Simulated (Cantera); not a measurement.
Input: 1 mol SiO₂, 17 mol HCl, 37 mol H₂, held at 0.340 bar.

Equilibrium computed with Cantera from the NASA thermochemical tables; the gas is ideal and each condensed phase is pure. Candidate condensed phases: H₂O, Si, SiO₂; 30 gas species. The tables' values for SiCl₃ are old estimates; treat these amounts as uncertain. The tables hold silica as quartz up to 1696 K and as liquid above; real silica turns to tridymite and cristobalite and melts near 1996 K. Kinetics and transport are ignored.

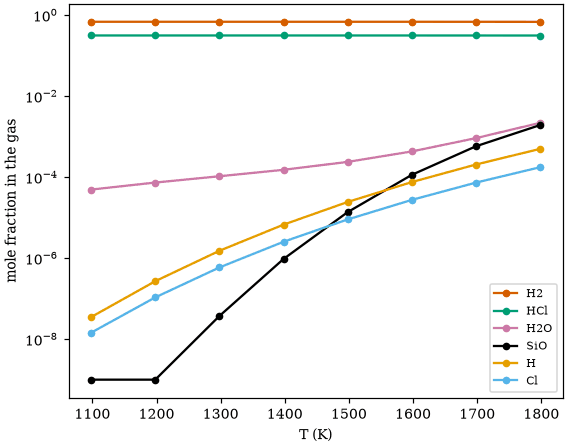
Equilibrium gas composition (values under 1e-9 drawn at 1e-9)

### Question
Read off the mole fractions at 1398 K.

### Answer
H₂ about 0.69, HCl about 0.31, H₂O about 0.00015, H about 6.7e-6, Cl about 2.5e-6, SiO about 9.6e-7.
